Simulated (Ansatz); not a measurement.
C3H4OZn

```xyz
9

C    -1.4625    2.0368    2.0324
C    -0.5604    1.7925    1.2720
O     0.4059    1.5532    0.4682
Zn    0.5495   -0.0321   -0.4058
C     0.7939   -1.6656   -1.3757
H    -2.2476    2.2736    2.7064
H    -0.1461   -2.2178   -1.4179
H     1.1225   -1.4537   -2.3943
H     1.5447   -2.2869   -0.8853
```

Geometry: PBE0-D4/def2-TZVP.

Method: Ansatz, RKS PBE0-D4/def2-TZVPP.

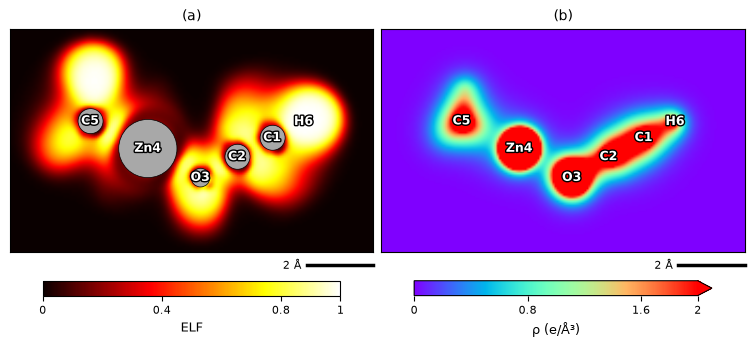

Figure 1. (a) ELF; (b) total electron density on the plane of atoms C2, O3 and Zn4. Grey discs cover the atomic cores in the ELF map.

### What do the fields say about this system?

- The section cuts through C, O, Zn and H sites.
- C–C (1.20 Å): ρ at the midpoint is about 2.7 e/Å³; the ELF peaks at about 0.80 between the atoms (a multiple bond).
- C–O (1.28 Å): ρ at the midpoint is about 2.8 e/Å³; the ELF peaks at about 0.85 between the atoms: a polar covalent bond.
- Zn–O (1.82 Å): ρ is about 0.81 e/Å³ halfway; the ELF peaks at about 0.85 in the valence shell of O, 0.6 Å from its nucleus, and is about 0.20 at the midpoint.
- C–Zn (1.92 Å): ρ is about 0.82 e/Å³ halfway; the ELF peaks at about 0.90 in the valence shell of C, 0.7 Å from its nucleus, and is about 0.45 at the midpoint.
- C–H (1.06 Å): ρ at the midpoint is about 2.1 e/Å³; the ELF climbs to about 1 towards the hydrogen, as it does in any bond to H: an ordinary covalent bond to hydrogen.
- The ELF also peaks beside O3, away from the bonds: lone-pair regions.

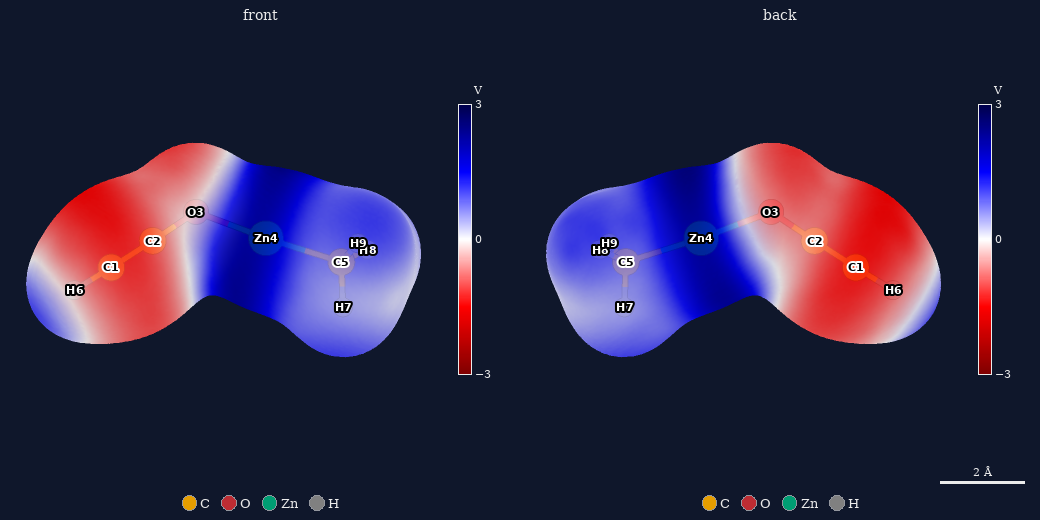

Figure 2. The molecular electrostatic potential painted on the density surface at 0.002 e/bohr³, seen from the front and from behind; the colour scale runs from red (negative) to blue (positive).

### Describe the electrostatic potential map.

The most negative region (about −1.5 V) lies over C1 and C2, the most positive (about +2.5 V) over Zn4.

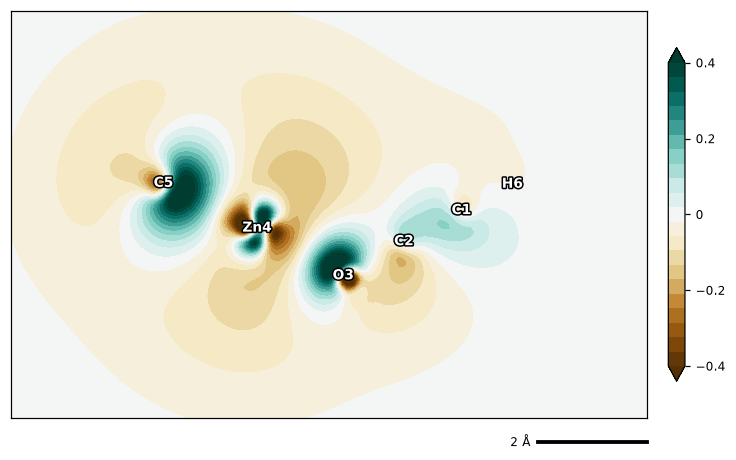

Figure 3. The LUMO on the plane of atoms C2, O3 and Zn4 (values in Å⁻³ᐟ²; the overall sign is arbitrary).

### Where does this orbital lie, and at what energy?

By Hirshfeld shares it lies mainly on Zn4 (about 55 %), C5 (about 15 %) and O3 (about 10 %). Its energy is −0.84 eV.

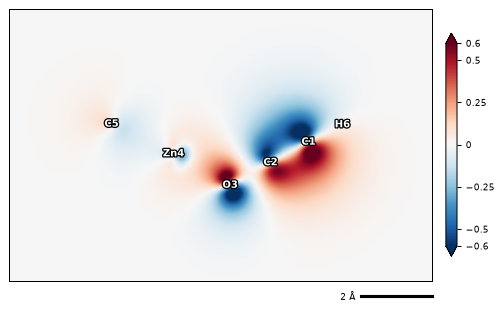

Figure 4. The HOMO−1 on the plane of atoms C2, O3 and Zn4 (values in Å⁻³ᐟ²; the overall sign is arbitrary).

### Describe this orbital and give its energy.

It lies mainly on C1 (about 45 %), C2 (about 30 %) and O3 (about 15 %); π-bonding across C1–C2. Its energy is −6.56 eV.
